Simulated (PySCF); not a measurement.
Breaking a bond: SMILES O, singlet. The O1–H3 bond (O1 also carries H; H3 carries nothing else) is varied alone, starting from the PBE0/def2-TZVP optimised geometry.

Methods: UKS-CAM-B3LYP = unrestricted CAM-B3LYP/6-31G (PySCF); UKS-BLYP = unrestricted BLYP/6-31G (PySCF 2.14.0); UHF/6-31G (PySCF).

Magnitude of the dipole moment (D; its direction can reverse along the curve, and a method can change to another solution) and Mulliken charge of the fragment that holds O1:

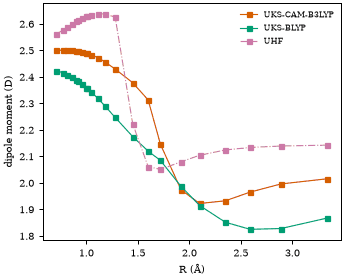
*Dipole moment against bond length.*

```
R / Å  μ UKS-CAM-B3LYP  q UKS-CAM-B3LYP  μ UKS-BLYP  q UKS-BLYP  μ UHF  q UHF
-----  ---------------  ---------------  ----------  ----------  -----  -----
0.71              2.50            -0.27        2.42       -0.27   2.56  -0.30
0.77              2.50            -0.31        2.42       -0.30   2.58  -0.34
0.81              2.50            -0.33        2.41       -0.31   2.59  -0.36
0.86              2.50            -0.34        2.40       -0.33   2.60  -0.38
0.90              2.50            -0.35        2.39       -0.33   2.61  -0.39
0.92              2.50            -0.35        2.38       -0.34   2.61  -0.39
0.96              2.50            -0.36        2.37       -0.34   2.62  -0.40
1.00              2.49            -0.36        2.36       -0.34   2.63  -0.40
1.01              2.49            -0.36        2.36       -0.33   2.63  -0.40
1.05              2.48            -0.35        2.34       -0.33   2.63  -0.40
1.11              2.47            -0.34        2.32       -0.32   2.64  -0.39
1.18              2.46            -0.33        2.29       -0.30   2.64  -0.37
1.28              2.43            -0.30        2.25       -0.27   2.63  -0.34
1.45              2.38            -0.25        2.17       -0.22   2.22  -0.20
1.60              2.31            -0.21        2.12       -0.19   2.06  -0.10
1.72              2.15            -0.16        2.08       -0.16   2.05  -0.06
1.92              1.97            -0.10        1.99       -0.13   2.08  -0.02
2.10              1.92            -0.06        1.91       -0.10   2.10  -0.01
2.35              1.93            -0.03        1.85       -0.07   2.12   0.00
2.59              1.97            -0.01        1.82       -0.05   2.13   0.00
2.89              2.00            -0.01        1.83       -0.03   2.14   0.00
3.34              2.02             0.00        1.87       -0.01   2.14   0.00
```

The unrestricted determinant behind UKS-CAM-B3LYP is spin-contaminated at 1.60 to 3.34 Å (<S²> up to 1.0, against 0.00 for a pure singlet). The unrestricted determinant behind UKS-BLYP is spin-contaminated at 1.92 to 3.34 Å (<S²> up to 1.0, against 0.00 for a pure singlet). The unrestricted determinant behind UHF is spin-contaminated at 1.45 to 3.34 Å (<S²> up to 1.0, against 0.00 for a pure singlet).
